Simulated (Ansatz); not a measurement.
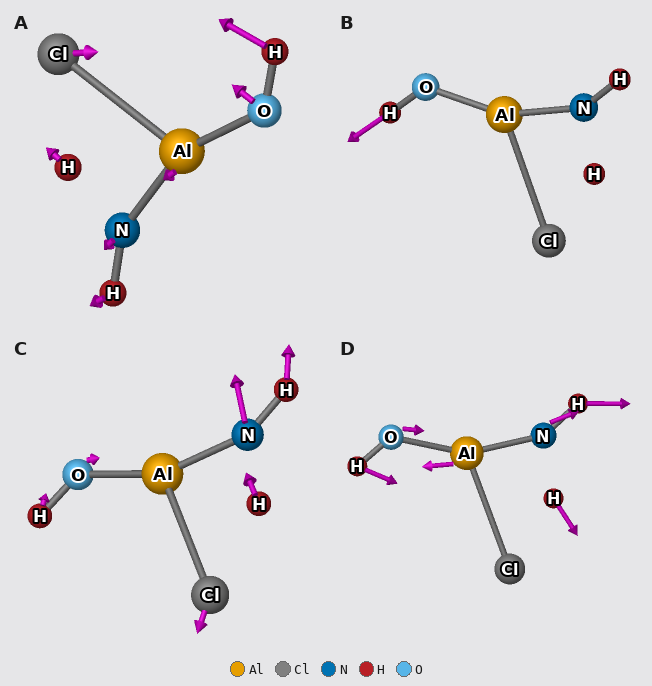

4 normal modes of one molecule or complex, as arrows. Harmonic vibrations computed with RKS PBE0-D4/def2-SVP (Ansatz 0.2.0) at a stationary point of the same level. It is a saddle point of order 1.

Match the panels to the wavenumbers 137 cm⁻¹, 368 cm⁻¹, 1110 cm⁻¹, 4008 cm⁻¹.

Answer. A: 137 cm⁻¹
B: 4008 cm⁻¹, O–H stretching
C: 368 cm⁻¹
D: 1110 cm⁻¹
